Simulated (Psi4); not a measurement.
Geometry relaxation of CuPClF₃ (part 2 of 2)

CuPClF₃, SMILES F[P+](F)(F)[Cu-][Cl]; PBE0/def2-TZVP, RKS, dispersion D4 (Psi4 1.11). The geometry comes from this level: own PBE0/def2-TZVP.

Geometry of the input (Å):
```
F  0.6312  -0.7701  1.6575
P  0.3646  -0.5007  0.1587
F  -0.0583  -1.9181  -0.2913
F  1.8183  -0.4811  -0.3671
Cu -0.8956  1.1312  -0.3544
Cl -2.1212  2.7331  -0.8578
```

Output, continued
```
  @DF-RKS Final Energy: -2741.16111649186996

   => Energetics <=

    Nuclear Repulsion Energy =            637.5379076923480852
    One-Electron Energy =               -5082.4111334544704732
    Two-Electron Energy =                1816.6816280459038353
    DFT Exchange-Correlation Energy =    -112.9642244113321539
    Empirical Dispersion Energy =          -0.0052943643194412
    VV10 Nonlocal Energy =                  0.0000000000000000
    Total Energy =                      -2741.1611164918699615

Computation Completed

Properties will be evaluated at   0.000000,   0.000000,   0.000000 [a0]

Properties computed using the SCF density matrix

 Multipole Moments:

 ------------------------------------------------------------------------------------
     Multipole            Electronic (a.u.)      Nuclear  (a.u.)        Total (a.u.)
 ------------------------------------------------------------------------------------

 L = 1.  Multiply by 2.5417464519 to convert [e a0] to [Debye]
 Dipole X            :          1.3759542           -0.1804081            1.1955461
 Dipole Y            :         -1.8089524            0.2463080           -1.5626444
 Dipole Z            :          0.5685599           -0.0772275            0.4913324
 Magnitude           :                                                    2.0279535

 ------------------------------------------------------------------------------------

	total time  =         12 seconds =       0.20 minutes

         ------------------------------------------------------------
                                   SCF GRAD
         ------------------------------------------------------------

  ==> Geometry <==

    Molecular point group: c1
    Full point group: C1

    Geometry (in Angstrom), charge = 0, multiplicity = 1:

       Center              X                  Y                   Z               Mass
    ------------   -----------------  -----------------  -----------------  -----------------
         F            1.028355706144    -1.259894993280     1.810335260893    18.998403162730
         P            0.761725706144    -0.990494993280     0.311485260893    30.973761998420
         F            0.338885706144    -2.407894993280    -0.138464739107    18.998403162730
         F            2.215465706144    -0.970914993280    -0.214294739107    18.998403162730
         CU          -0.498504293856     0.641365006720    -0.201594739107    62.929597720000
         CL          -1.724064293856     2.243325006720    -0.705004739107    34.968852682000

  Nuclear repulsion =  637.537907692348085

  ==> Basis Set <==

  Basis Set: DEF2-TZVP
    Blend: DEF2-TZVP
    Number of shells: 74
    Number of basis functions: 212
    Number of Cartesian functions: 244
    Spherical Harmonics?: true
    Max angular momentum: 3

  ==> DFJKGrad: Density-Fitted SCF Gradients <==

    Gradient:                    1
    J tasked:                  Yes
    K tasked:                  Yes
    wK tasked:                  No
    Integrals threads:           2
    Memory [MiB]:             2360
    Schwarz Cutoff:          1E-12
    Fitting Condition:       1E-10

   => Auxiliary Basis Set <=

  Basis Set: (DEF2-TZVP AUX)
    Blend: DEF2-UNIVERSAL-JKFIT
    Number of shells: 209
    Number of basis functions: 751
    Number of Cartesian functions: 966
    Spherical Harmonics?: true
    Max angular momentum: 6

  ==> DFT Potential <==

   => LibXC <=

    Version 7.1.2

   => Composite Functional: PBE0-D4BJEEQATM <=

    PBE0-d4bjeeqatm Hyb-GGA Exchange-Correlation Functional

    Deriv               =              1
    GGA                 =           TRUE
    Meta                =          FALSE

    Exchange Hybrid     =           TRUE
    MP2 Hybrid          =          FALSE

   => Exchange Functionals <=

    0.7500   Perdew, Burke & Ernzerhof

   => Exact (HF) Exchange <=

    0.2500               HF

   => Correlation Functionals <=

    1.0000   Perdew, Burke & Ernzerhof

   => LibXC Density Thresholds  <==

    XC_HYB_GGA_XC_PBEH:  1.00E-15

   => Molecular Quadrature <=

    Radial Scheme          =       TREUTLER
    Pruning Scheme         =           NONE
    Nuclear Scheme         =       TREUTLER

    Blocking Scheme        =         OCTREE
    BS radius alpha        =              1
    Pruning alpha          =              1
    Radial Points          =             75
    Spherical Points       =            302
    Total Points           =         130240
    Total Blocks           =           1082
    Max Points             =            256
    Max Functions          =            188
    Weights Tolerance      =       1.00E-15

  -Total Gradient:
     Atom            X                  Y                   Z
    ------   -----------------  -----------------  -----------------
       1       -0.000058258758     0.000040432752    -0.000019520116
       2       -0.000103675350    -0.000020851183     0.000027254298
       3        0.000022346981     0.000036302742     0.000094443425
       4        0.000074048299    -0.000119179317    -0.000032073004
       5        0.000040449312     0.000015509752    -0.000031697043
       6        0.000009031928     0.000016325925    -0.000000386253

	total time  =          8 seconds =       0.13 minutes

    			-----------------------------------------

    			 OPTKING 3.0: for geometry optimizations

    			        with contributions from

    			-----------------------------------------

	                            ===> Fragment 1 <==

	 Z (Atomic Numbers)          Masses                          Geom
	       9.000000            18.998403          1.94331064 -2.38085648  3.42103784
	      15.000000            30.973762          1.43945297 -1.87176427  0.58862184
	       9.000000            18.998403          0.64040117 -4.55026208 -0.26166043
	       9.000000            18.998403          4.18662342 -1.83476343 -0.40495837
	      29.000000            62.929598         -0.94203659  1.21200421 -0.38095885
	      17.000000            34.968853         -3.25800934  4.23926987 -1.33226587

	 - Coordinate -           - BOHR/RAD -       - ANG/DEG -
	 R(1,2)           =         2.921580           1.546033
	 R(2,3)           =         2.921612           1.546050
	 R(2,4)           =         2.921561           1.546023
	 R(2,5)           =         4.015122           2.124711
	 R(5,6)           =         3.928492           2.078869
	 B(1,2,3)         =         1.741185          99.762525
	 B(1,2,4)         =         1.741369          99.773100
	 B(1,2,5)         =         2.060355         118.049655
	 L(2,5,6)         =         3.137130         179.744282
	 l(2,5,6)         =         3.141593         180.000000
	 B(3,2,4)         =         1.741430          99.776590
	 B(3,2,5)         =         2.061935         118.140157
	 B(4,2,5)         =         2.055418         117.766803

	        --- Internal Coordinate Step in ANG or DEG, aJ/ANG or AJ/DEG ---
	-------------------------------------------------------------------------------
	           Coordinate      Previous         Force          Change          New
	           ----------      --------        ------          ------        ------
	               R(1,2)       1.54603        0.00041        0.00004       1.54608
	               R(2,3)       1.54605        0.00061        0.00006       1.54611
	               R(2,4)       1.54602       -0.00078       -0.00008       1.54594
	               R(2,5)       2.12471       -0.00009       -0.00002       2.12469
	               R(5,6)       2.07887       -0.00009       -0.00002       2.07885
	             B(1,2,3)      99.76253        0.00001        0.01672      99.77925
	             B(1,2,4)      99.77310       -0.00000       -0.01076      99.76234
	             B(1,2,5)     118.04965        0.00001        0.02952     118.07918
	             L(2,5,6)     179.74428       -0.00001       -0.02725     179.71704
	             l(2,5,6)     180.00000        0.00001        0.03285     180.03285
	             B(3,2,4)      99.77659        0.00001        0.01898      99.79557
	             B(3,2,5)     118.14016       -0.00000       -0.01304     118.12711
	             B(4,2,5)     117.76680       -0.00001       -0.03638     117.73042
	-------------------------------------------------------------------------------

	                                 ==> Convergence Check <==

	Measures of convergence in internal coordinates in au.

	Criteria marked as inactive (o), active & met (*), and active & unmet ( ).

	----------------------------------------------------------------------------------------------~
	   Step    Total Energy     Delta E     Max Force     RMS Force      Max Disp      RMS Disp   ~
	----------------------------------------------------------------------------------------------~
	  Convergence Criteria              o    2.00e-04 *             o             o             o~
	----------------------------------------------------------------------------------------------~
	     1   -2741.16111649   -2.74e+03 o    1.59e-04 *    9.25e-05 o    6.35e-04 o    3.45e-04 o  ~
	----------------------------------------------------------------------------------------------

Next Geometry in Ang
	Fragment 1 (Ang)

	    F   1.0290815178  -1.2604088467   1.8105026744
	    P   0.7615164815  -0.9906281557   0.3118445028
	    F   0.3386341551  -2.4078928023  -0.1387043413
	    F   2.2149960669  -0.9700994261  -0.2143858144
	   Cu  -0.4987808397   0.6411878479  -0.2011089501
	   Cl  -1.7235831449   2.2433314233  -0.7056865060

    Final optimized geometry and variables:
    Molecular point group: c1
    Full point group: C1

    Geometry (in Angstrom), charge = 0, multiplicity = 1:

    F            1.028355706144    -1.259894993280     1.810335260893
    P            0.761725706144    -0.990494993280     0.311485260893
    F            0.338885706144    -2.407894993280    -0.138464739107
    F            2.215465706144    -0.970914993280    -0.214294739107
    CU          -0.498504293856     0.641365006720    -0.201594739107
    CL          -1.724064293856     2.243325006720    -0.705004739107
```

Standard output
```
Optimizer: Optimization complete!
E = -2741.161116492
6
0 1 ClCuF3P
F                     1.028355706144    -1.259894993280     1.810335260893
P                     0.761725706144    -0.990494993280     0.311485260893
F                     0.338885706144    -2.407894993280    -0.138464739107
F                     2.215465706144    -0.970914993280    -0.214294739107
Cu                   -0.498504293856     0.641365006720    -0.201594739107
Cl                   -1.724064293856     2.243325006720    -0.705004739107
```

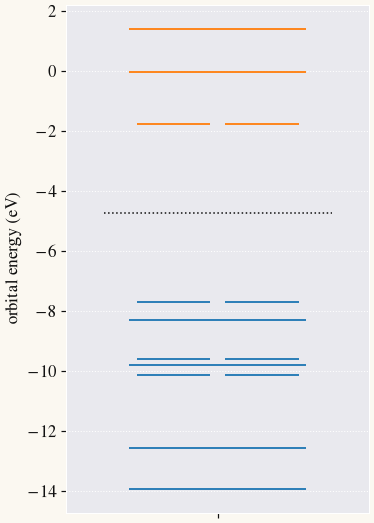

Orbital energies near the frontier; the dotted line parts filled from empty levels, and levels within 0.02 eV of each other stand side by side. Highest filled −7.70 eV, lowest empty −1.78 eV, 5.92 eV apart.
